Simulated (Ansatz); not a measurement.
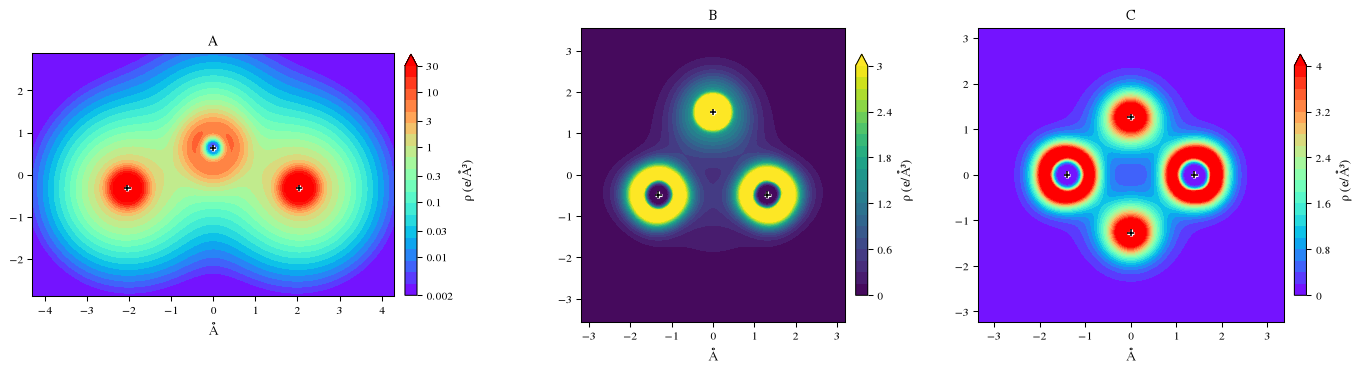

The electron density of 3 systems, each on a plane through atoms (crosses mark nuclei in the plane).

The calculation used UKS PBE0-D4/def2-TZVP (Ansatz).

System 1: Hf$_{2}$S$_{2}$ (charge +1, doublet), the plane of atoms Hf1, S3 and Hf2. Geometry: r2SCAN-D4/def2-SVP; core potentials replace the inner electrons of Hf.

```yaml
atoms:
  - { symbol: Hf, position_ang: [-1.2352, 0.1184, -0.6257] }
  - { symbol: Hf, position_ang: [0.5957, -0.2748, 1.2250] }
  - { symbol: S, position_ang: [0.3607, -1.6628, -0.7103] }
  - { symbol: S, position_ang: [0.2789, 1.8192, 0.1110] }
```

System 2: N$_{2}$Ta$_{2}$ (quintet), the molecular plane. Geometry: r2SCAN-D4/def2-TZVP; ⟨S²⟩ = 6.10, above the pure value of 6.00; core potentials replace the inner electrons of Ta.

```xyz
4

Ta    1.3942    0.0137   -0.0613
Ta   -1.3942   -0.0137    0.0613
N    -0.0084    1.2663    0.0918
N     0.0084   -1.2663   -0.0918
```

System 3: ReSe$_{2}$ (quartet), the molecular plane. Geometry: r2SCAN-D4/def2-TZVP; ⟨S²⟩ = 3.85, above the pure value of 3.75; core potentials replace the inner electrons of Re.

```xyz
3

Re   -0.4813    0.0841   -0.3947
Se   -0.1529   -2.0422    0.2510
Se    0.6342    1.9581    0.1437
```

**Match each panel to its system.**

Panel A is system 3, ReSe$_{2}$: the plane holds Re and Se. Re–Se (2.25 Å): the density is about 0.92 e/Å³ at the midpoint. Panel B is system 1, Hf$_{2}$S$_{2}$: the plane holds Hf and S. Hf–S (2.39 Å): ρ at the midpoint is about 0.6 e/Å³. Panel C is system 2, N$_{2}$Ta$_{2}$: the plane holds Ta and N. Ta–N (1.89 Å): the density is about 1.2 e/Å³ at the midpoint.
